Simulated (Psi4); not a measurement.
# A workflow on CF4 (tetrafluoromethane)

We compute a structure relaxation (singlet CF4, SVWN-RPA/3-21G), then a single-point energy (doublet [CF4]+, USVWN-RPA/3-21G), then a geometry optimisation (doublet [CF4]+, USVWN-RPA/3-21G) of CF4. 

The calculation is run with Psi4 1.11.

## (1) The molecule

CF4 has 5 atoms, charge 0, and is taken as a singlet. SMILES: `FC(F)(F)F`. The shape is that of a PBE0-D4/def2-TZVP optimisation. The run starts from this shape.

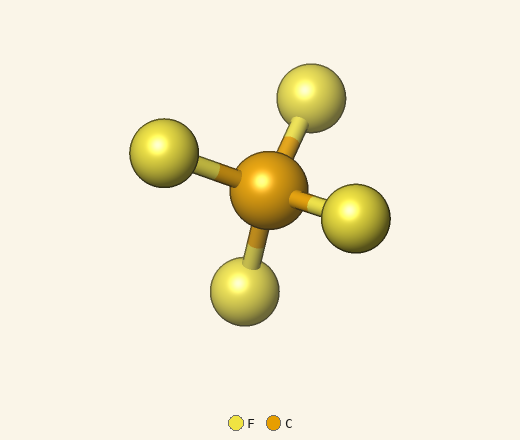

The structure, seen from a chosen angle (fluorine yellow, carbon amber).

## (2) A structure relaxation at SVWN-RPA/3-21G (density fitting) (run 1)

Input file calc.in:

```
memory 1600 mb

molecule {
  0 1
  F     -0.850100     0.025300     0.989500
  C      0.010000    -0.014700    -0.008300
  F      1.157500    -0.501300     0.420100
  F     -0.464000    -0.786000    -0.966200
  F      0.196600     1.203000    -0.476700
  symmetry c1
}

set {
  basis 3-21G
}

energy_value, wavefunction = opt('svwn', return_wfn=True)
print_variables()
```

Run with:

```
$ psi4 -n 1 calc.in calc.out
```

calc.out:

```text
[...]
  Running in c1 symmetry.
[...]
  Nuclear repulsion =  206.220055212762844
[...]
  Multiplicity = 1
[...]
  Nalpha       = 21
  Nbeta        = 21
[...]
    Number of basis functions: 45
[...]
   @DF-RKS iter   1:  -433.05253344571645    3.45430e-02   1.02991e-02 ADIIS/DIIS
[...]
   @DF-RKS iter   7:  -433.11977248547294   -2.84217e-13   3.06643e-10 DIIS
[...]
  @DF-RKS Final Energy:  -433.11977248547294
   => Energetics <=
    Nuclear Repulsion Energy =            202.7447618237297320
    One-Electron Energy =               -1007.7128139295044775
    Two-Electron Energy =                 416.9583034198854534
    DFT Exchange-Correlation Energy =     -45.1100237995836508
    Empirical Dispersion Energy =           0.0000000000000000
    VV10 Nonlocal Energy =                  0.0000000000000000
    Total Energy =                       -433.1197724854729358
[...]
  -Total Gradient:
     Atom            X                  Y                   Z
    ------   -----------------  -----------------  -----------------
       1        0.000015346436    -0.000022249135     0.000032480217
       2        0.000001702148     0.000006401482    -0.000023665101
       3        0.000096825661    -0.000020862525     0.000008682942
       4        0.000109845853     0.000013769272     0.000164421477
       5        0.000031630534    -0.000125792196     0.000028526473
[...]
```

The script printed:

```text
Optimizer: Optimization complete!
```

Wall time 13 s (1 thread of Intel Xeon at 2.50GHz (Skylake/Cascade Lake), shared host); peak memory 0.27 GiB.

Step by step:

| step | energy from the first frame kept (eV) | largest force (eV/Å) |
| --- | --- | --- |
| 0 | 0.0000 | 1.3604 |
| 1 | -0.0599 | 0.0284 |
| 2 | -0.0597 | 0.0102 |

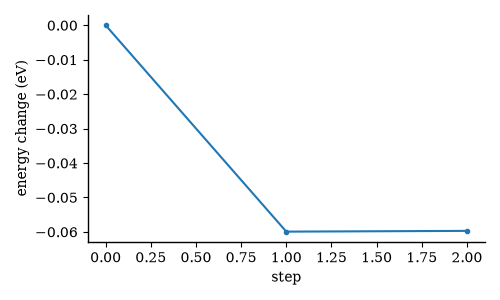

Energy along the run.

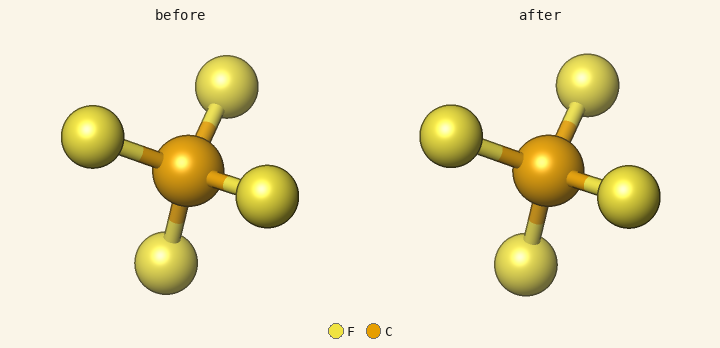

Before and after, at one scale.

After the run. Bond lengths: F1–C2 1.341 Å, C2–F3 1.341 Å, C2–F4 1.341 Å, C2–F5 1.341 Å. Angles: F1–C2–F3 109.5°, F1–C2–F4 109.5°, F1–C2–F5 109.5°, F3–C2–F4 109.5°, F3–C2–F5 109.5°, F4–C2–F5 109.5°.

## (3) The doublet cation: a single-point energy at USVWN-RPA/3-21G (density fitting) (run 2)

Input file cf4.py:

```python
import psi4

psi4.set_memory(1600000000)
psi4.set_num_threads(1)
psi4.set_output_file('psi4.out', False)

geom = psi4.geometry("""
1 2
F
C 1 1.340621
F 2 1.340545 1 109.47857
F 2 1.340533 3 109.4632 1 -119.99761
F 2 1.340556 4 109.47603 3 119.99053
units angstrom
symmetry c1
""")

psi4.set_options(dict(reference='uks'))

e_tot, wfn = psi4.energy("svwn/3-21G", return_wfn=True)
print('E =', round(e_tot, 9))
```

Run with:

```
$ python cf4.py
```

psi4.out:

```text
Psi4 1.11 release

   => Loading Basis Set <=

    Name: 3-21G
    Role: ORBITAL
    Keyword: BASIS

         ---------------------------------------------------------
                                   SCF
                              UKS Reference
                        1 Threads,   1525 MiB Core
         ---------------------------------------------------------

  ==> Geometry <==

    Molecular point group: c1
    Full point group: C1

    Geometry (in Angstrom), charge = 1, multiplicity = 2:

[... 145 lines left out ...]
   @DF-UKS iter   1:  -432.52399588887067    4.42896e-01   7.30002e-03 DIIS/ADIIS
[... 5 lines left out ...]
   @DF-UKS iter   7:  -432.54313179089502    2.99578e-03   6.06019e-03 DIIS/ADIIS
[... 6 lines left out ...]
   @DF-UKS iter  94:  -432.58032295935550   -2.21672e-02   4.44284e-04 DIIS/ADIIS
[... 5 lines left out ...]
   @DF-UKS iter 100:  -432.56289588025408   -1.01235e-03   3.96613e-03 DIIS/ADIIS
[... 1 line left out ...]
PsiException: Could not converge SCF iterations in 100 iterations.

  Failed to converge.
```

On the terminal:

```text
Traceback (most recent call last):
  File "cf4.py", line 20, in <module>
    e_tot, wfn = psi4.energy("svwn/3-21G", return_wfn=True)
psi4.driver.p4util.exceptions.SCFConvergenceError: Could not converge SCF iterations in 100 iterations.
```

It took 27 s on 1 thread of Intel Xeon at 2.50GHz (Skylake/Cascade Lake), shared host; peak memory 0.23 GiB.

No converged result was reached.

## (4) The doublet cation: a structure relaxation at USVWN-RPA/3-21G (density fitting) (run 3)

Input file cf4.xyz:

```xyz
5
CF4
F     -0.864961     0.026017     1.006627
C      0.009974    -0.014720    -0.008308
F      1.177184    -0.509614     0.427308
F     -0.472069    -0.799262    -0.982555
F      0.199863     1.223871    -0.484675
```

Input file job.py:

```python
import psi4

psi4.set_memory('1600 MB')
psi4.set_num_threads(1)
psi4.set_output_file('cf4.out', False)

with open('cf4.xyz') as f:
    atoms = ''.join(f.readlines()[2:])
molecule = psi4.geometry('1 2\n' + atoms + 'symmetry c1')

psi4.set_options({
    'basis': '3-21G',
    'reference': 'uks',
})

result = psi4.optimize("svwn", molecule=molecule)
print('E =', round(result, 9))
print(molecule.to_string(dtype='xyz', units='Angstrom'))
```

Run with:

```
$ python job.py
```

cf4.out:

```text
Psi4 1.11 release

gradient() will perform analytic gradient computation.

   => Loading Basis Set <=

    Name: 3-21G
    Role: ORBITAL
    Keyword: BASIS

         ---------------------------------------------------------
                                   SCF
                              UKS Reference
                        1 Threads,   1525 MiB Core
         ---------------------------------------------------------

  ==> Geometry <==

    Molecular point group: c1
    Full point group: C1

[... 147 lines left out ...]
   @DF-UKS iter   1:  -432.52394121856645    4.42951e-01   7.30327e-03 ADIIS/DIIS
[... 5 lines left out ...]
   @DF-UKS iter   7:  -432.54304952540679    3.01653e-03   6.06851e-03 ADIIS/DIIS
[... 6 lines left out ...]
   @DF-UKS iter  94:  -432.57275009686839    7.47399e-03   2.67276e-03 ADIIS/DIIS
[... 5 lines left out ...]
   @DF-UKS iter 100:  -432.57153133551901    6.13372e-04   2.86615e-03 ADIIS/DIIS
[... 1 line left out ...]
PsiException: Could not converge SCF iterations in 100 iterations.

  Failed to converge.
```

On the terminal:

```text
Traceback (most recent call last):
  File "job.py", line 16, in <module>
    result = psi4.optimize("svwn", molecule=molecule)
psi4.driver.p4util.exceptions.SCFConvergenceError: Could not converge SCF iterations in 100 iterations.
```

Wall time 32 s (1 thread of Intel Xeon at 2.50GHz (Skylake/Cascade Lake), shared host); peak memory 0.24 GiB.

The iterations ended before the threshold was met.

## (5) Results

| quantity | value |
| --- | --- |
| run 1, SVWN-RPA/3-21G: total energy at the end | -433.11977 Eh |
| run 1, SVWN-RPA/3-21G: dipole moment | 0.00 D |
| run 1, SVWN-RPA/3-21G: HOMO energy | -10.00 eV |
| run 1, SVWN-RPA/3-21G: LUMO energy | 2.58 eV |
| run 1, SVWN-RPA/3-21G: HOMO–LUMO gap | 12.58 eV |
| doublet cation, run 2 | no result (not converged) |
| doublet cation, run 3 | no result (not converged) |

The optimisation (run 1, SVWN-RPA/3-21G) took 3 steps and changed the energy by -0.060 eV. 2 of the 3 runs did not end normally.
